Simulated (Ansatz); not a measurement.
SbMo (space group P6_3/mmc, No. 194). Coordinates: coordinates from a relaxation with DFT PBEsol, scalar-relativistic, plane waves, PAW in Ansatz 0.2.0; the starting structure was generated, so it need not be a known form of this composition.

```cif
data_structure
_symmetry_space_group_name_H-M 'P6_3/mmc'
_symmetry_Int_Tables_number 194
_cell_length_a 4.3008
_cell_length_b 4.3008
_cell_length_c 5.2049
_cell_angle_alpha 90.000
_cell_angle_beta 90.000
_cell_angle_gamma 120.000
_cell_volume 83.38
loop_
_atom_site_label
_atom_site_type_symbol
_atom_site_symmetry_multiplicity
_atom_site_Wyckoff_symbol
_atom_site_fract_x
_atom_site_fract_y
_atom_site_fract_z
_atom_site_occupancy
Mo1 Mo 2 a 0.00000 0.00000 0.00000 1
Sb1 Sb 2 c 0.33333 0.66667 0.25000 1
```

Bonds are taken as Mo–Mo below 2.9 Å and Mo–Sb below 3.2 Å. Simplification: prune 0- and 1-connected atoms, fold 2-connected ones into links.

What net does this leave?

The result is a binodal (6,8)-connected, three-periodic net: Sb is a 6-connected node; Mo is an 8-connected node, in the ratio 1:1. It is a single net, without interpenetration.

| node | links | point symbol | coordination sequence |
| --- | --- | --- | --- |
| Sb | 6 | 3³·4⁶·5⁶ | 6 24 56 96 152 216 |
| Mo | 8 | 3⁶·4¹²·5⁶·6⁴ | 8 26 56 98 152 218 |

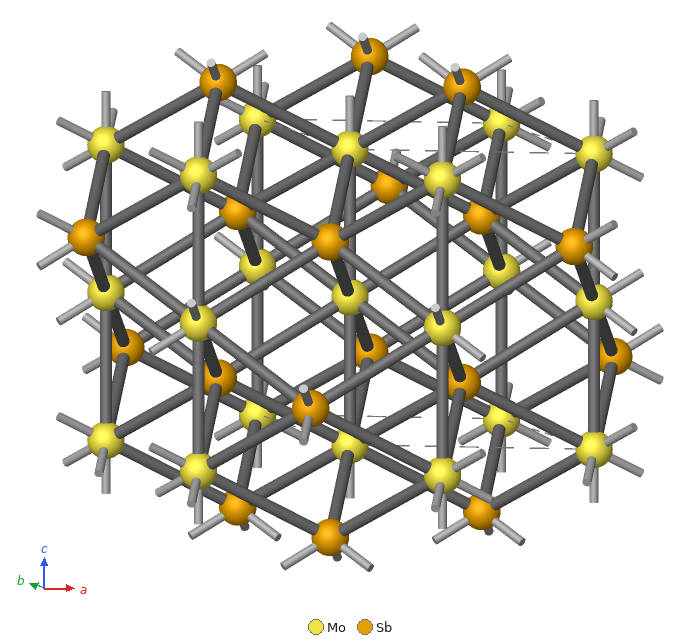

Nodes are coloured by topological kind. Short stubs are edges that leave the cut-out.
